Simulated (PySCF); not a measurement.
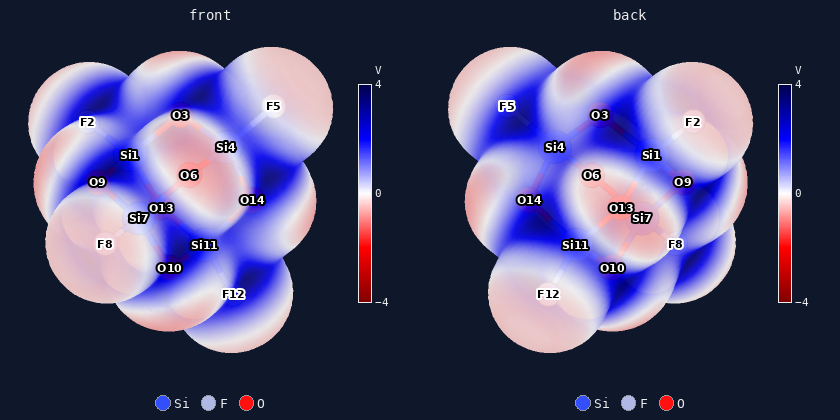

Figure 1: F$_{4}$O$_{6}$Si$_{4}$. The electrostatic potential painted on the density surface at 0.004 e/bohr³, seen from the front and from behind; the colour scale runs from red (negative) to blue (positive).

Geometry: PBE0-D3(BJ)/def2-SVP.

These are results of PySCF 2.14.0, PBE0/pcSseg-1, SCF density, gas phase, non-relativistic, not measurements.

```xyz
14

Si   -0.5921    1.5979    0.1917
F    -1.1359    3.0727    0.3697
O     0.0032    1.3167   -1.3298
Si    0.5942   -0.2093   -1.5947
F     1.1436   -0.4026   -3.0655
O     1.7613   -0.4608   -0.4446
Si    1.2664   -0.2796    1.1264
F     2.4285   -0.5353    2.1687
O     0.6401    1.2501    1.2437
O    -0.0059   -1.3216    1.3346
Si   -1.2732   -1.1202    0.2863
F    -2.4428   -2.1527    0.5471
O    -1.7648    0.4549    0.4498
O    -0.6420   -1.2542   -1.2403
```

Where is the surface potential most negative and most positive?

Answer. The most negative region (about −0.6 V, or −14 kcal/mol for a unit charge) lies over the O atoms, the most positive (about +3.4 V, or +78 kcal/mol for a unit charge) over Si1, Si4, Si7 and Si11.
